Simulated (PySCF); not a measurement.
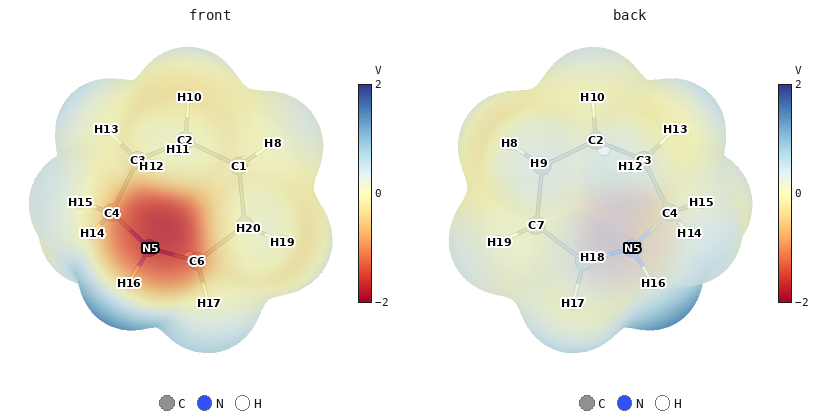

Figure. C₆H₁₃N (hexamethyleneimine). The molecular electrostatic potential painted on the density surface at 0.002 e/bohr³, seen from the front and from behind; red is negative and blue positive.

Geometry: GFN2-xTB, coordinate held.

Level of theory: PBE0/pcSseg-1, SCF density, gas phase, non-relativistic in PySCF.

```json
{"atom": "C", "x (Å)": "0.5499", "y (Å)": "-1.5519", "z (Å)": "-0.1271"}
{"atom": "C", "x (Å)": "1.4700", "y (Å)": "-0.3564", "z (Å)": "0.1185"}
{"atom": "C", "x (Å)": "1.0869", "y (Å)": "0.8548", "z (Å)": "-0.7328"}
{"atom": "C", "x (Å)": "0.0245", "y (Å)": "1.7532", "z (Å)": "-0.0879"}
{"atom": "N", "x (Å)": "-0.8934", "y (Å)": "1.0326", "z (Å)": "0.7939"}
{"atom": "C", "x (Å)": "-1.5469", "y (Å)": "-0.0929", "z (Å)": "0.1199"}
{"atom": "C", "x (Å)": "-0.8357", "y (Å)": "-1.3961", "z (Å)": "0.4924"}
{"atom": "H", "x (Å)": "1.0117", "y (Å)": "-2.4495", "z (Å)": "0.2919"}
{"atom": "H", "x (Å)": "0.4519", "y (Å)": "-1.7075", "z (Å)": "-1.2049"}
{"atom": "H", "x (Å)": "2.4909", "y (Å)": "-0.6526", "z (Å)": "-0.1349"}
{"atom": "H", "x (Å)": "1.4451", "y (Å)": "-0.0821", "z (Å)": "1.1731"}
{"atom": "H", "x (Å)": "0.7315", "y (Å)": "0.5015", "z (Å)": "-1.7033"}
{"atom": "H", "x (Å)": "1.9705", "y (Å)": "1.4684", "z (Å)": "-0.9210"}
{"atom": "H", "x (Å)": "-0.5093", "y (Å)": "2.2900", "z (Å)": "-0.8907"}
{"atom": "H", "x (Å)": "0.5165", "y (Å)": "2.5022", "z (Å)": "0.5411"}
{"atom": "H", "x (Å)": "-1.6271", "y (Å)": "1.7105", "z (Å)": "0.9863"}
{"atom": "H", "x (Å)": "-2.5788", "y (Å)": "-0.1638", "z (Å)": "0.4768"}
{"atom": "H", "x (Å)": "-1.5783", "y (Å)": "0.0337", "z (Å)": "-0.9710"}
{"atom": "H", "x (Å)": "-1.4574", "y (Å)": "-2.2418", "z (Å)": "0.1888"}
{"atom": "H", "x (Å)": "-0.7444", "y (Å)": "-1.4135", "z (Å)": "1.5795"}
```

Q: Describe the electrostatic potential map.

A: The most negative region (about −1.7 V, or −39 kcal/mol for a unit charge) lies over N5, the most positive (about +1.3 V, or +30 kcal/mol for a unit charge) over H16. N5 is the likeliest acceptor of a hydrogen bond.

Q: What dipole moment does the calculation give?

A: Its dipole moment is 1.09 D.
